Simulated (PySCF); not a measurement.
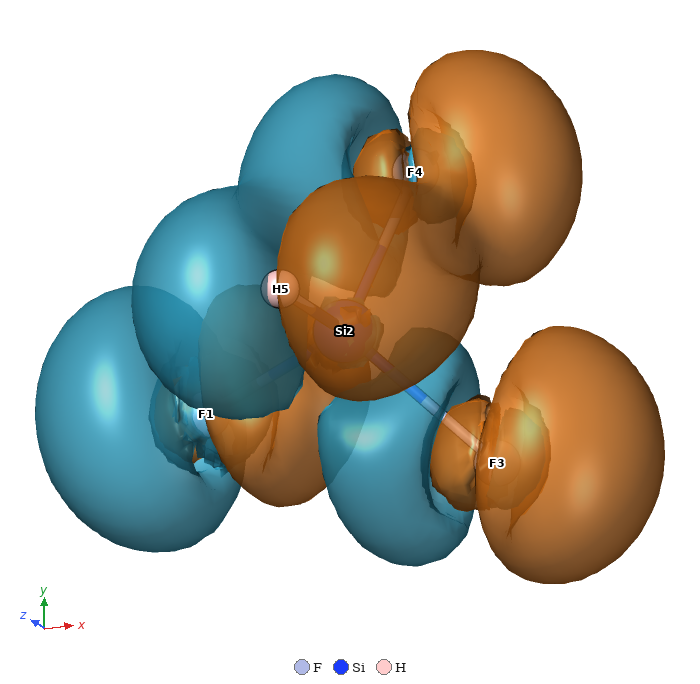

*F₃HSi, SMILES `F[SiH](F)F`. Change of the electron density in a uniform field of 0.21 V/Å, surfaces at ±0.0008 e/Å³ (light blue: gain, orange: loss).*

Method: B3LYP/def2-SVPD; geometry: GFN2-xTB; program: PySCF. No frequency check shows the geometry to be a minimum.

Coordinates in Å:

```
F1      -1.3966   -0.3952   -0.2571
Si2     -0.0000    0.0000    0.3676
F3       1.0406   -1.0118   -0.2571
F4       0.3560    1.4071   -0.2571
H5       0.0001   -0.0000    1.7954
```

Along which Cartesian direction does the field point?

Along +x: electrons gather on the −x side, against the field.

What dipole is induced, and what polarisability does it imply?

The induced dipole is 0.24 D (along the field); α along this axis, from the fields in both directions, is 24 bohr³ (3.5 Å³).

Which atoms gain and lose the most charge?

Electrons gather most on F1 (Hirshfeld charge changes by −0.007 e) and leave F3 most (+0.005 e); 0.027 electrons are displaced in all.

Cost of the run: 18 s on 1 thread of Intel(R) Xeon(R) Platinum 8175M CPU @ 2.50GHz (Skylake/Cascade Lake), on a shared host, peak memory 0.46 GiB.
